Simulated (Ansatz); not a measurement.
**AlBrFH₃O₂: density, localisation and related maps**

```json
{"atom": "Al", "x (Å)": "-0.2451", "y (Å)": "-0.1935", "z (Å)": "-0.2211"}
{"atom": "F", "x (Å)": "1.3934", "y (Å)": "-0.6767", "z (Å)": "0.2478"}
{"atom": "O", "x (Å)": "-0.4228", "y (Å)": "0.2924", "z (Å)": "-1.8188"}
{"atom": "O", "x (Å)": "-1.4908", "y (Å)": "-1.0370", "z (Å)": "0.5255"}
{"atom": "H", "x (Å)": "1.4302", "y (Å)": "0.4414", "z (Å)": "0.9011"}
{"atom": "Br", "x (Å)": "0.5795", "y (Å)": "1.7492", "z (Å)": "1.2577"}
{"atom": "H", "x (Å)": "0.2359", "y (Å)": "0.7639", "z (Å)": "-2.3223"}
{"atom": "H", "x (Å)": "-1.4803", "y (Å)": "-1.3396", "z (Å)": "1.4300"}
```

A transition-state structure; geometry: PBE0-D4/def2-TZVP.

These are results of RKS PBE0-D4/def2-TZVPP (Ansatz 0.2.0), not measurements.

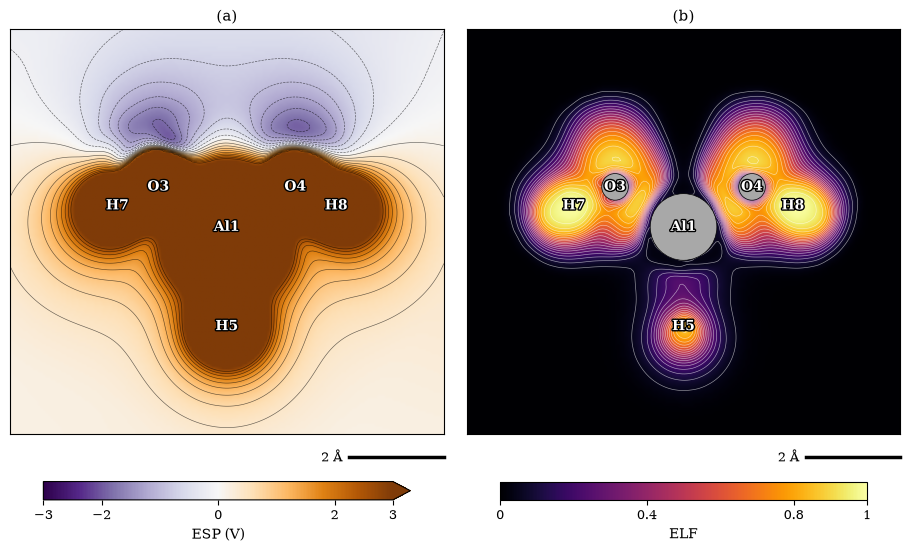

Figure 1. (a) electrostatic potential; (b) ELF on the plane of atoms Al1, O4 and H8. Grey discs cover the atomic cores in the ELF map.

### Interpret the plot.

- The plane passes through Al, O and H nuclei.
- Al–O (1.68 Å): the ELF peaks at about 0.90 in the valence shell of O, 0.6 Å from its nucleus, and is about 0.35 at the midpoint.
- O–H (0.95 Å): the ELF climbs to about 1 towards the hydrogen, as it does in any bond to H (a covalent bond by its length).
- The ELF also peaks beside O3 and O4, away from the bonds: lone-pair regions.
- Outside the dense part of the molecule the potential is most negative (−2.0 V) near O3 and O4.

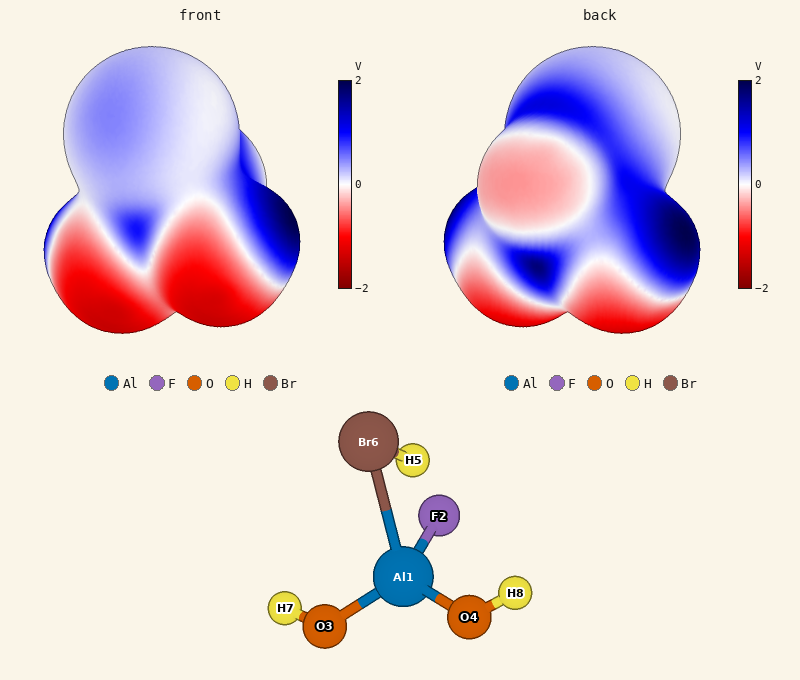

Figure 2. The electrostatic potential painted on the density surface at 0.001 e/bohr³, seen from the front and from behind; the colour scale runs from red (negative) to blue (positive). The bare structure is drawn below in the same view.

### Which sites attract a positive test charge, and which a negative one?

A positive charge is drawn to the negative regions and a negative charge to the positive ones. The most negative region (about −1.4 V) lies over O3 and O4, the most positive (about +1.9 V) over H7 and H8.

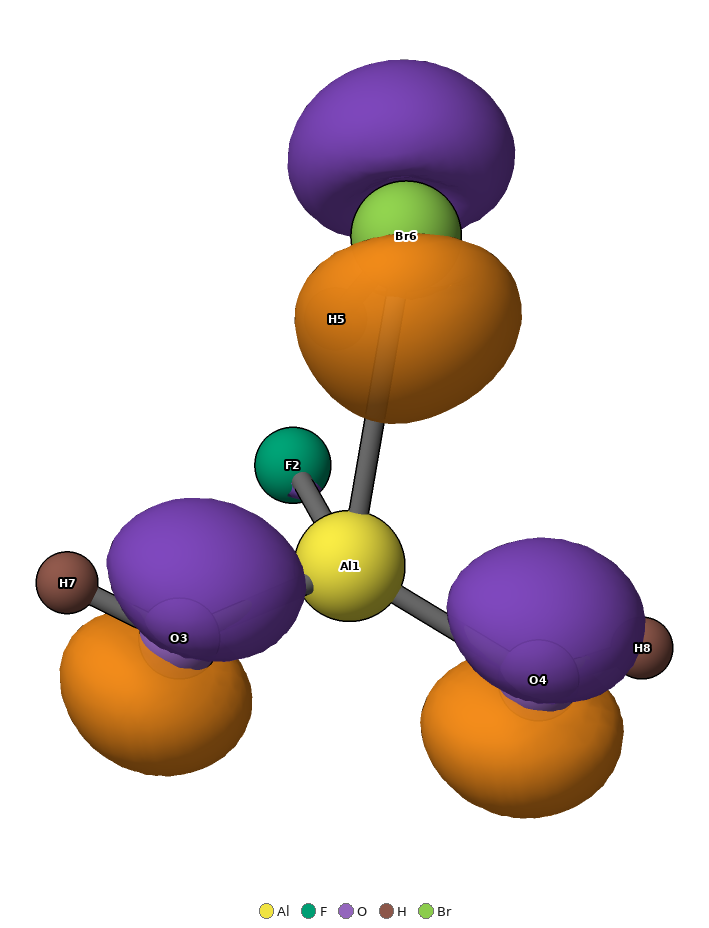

Figure 3. The HOMO−1 at ±0.15 Å⁻³ᐟ² (orange and purple are the two phases), seen at a tilt.

### Where does this orbital lie, and at what energy?

It lies mainly on Br6 (about 30 %), O3 (about 30 %) and O4 (about 30 %); largely a combination of lone pairs on Br6, O3 and O4. Its energy is −9.20 eV.
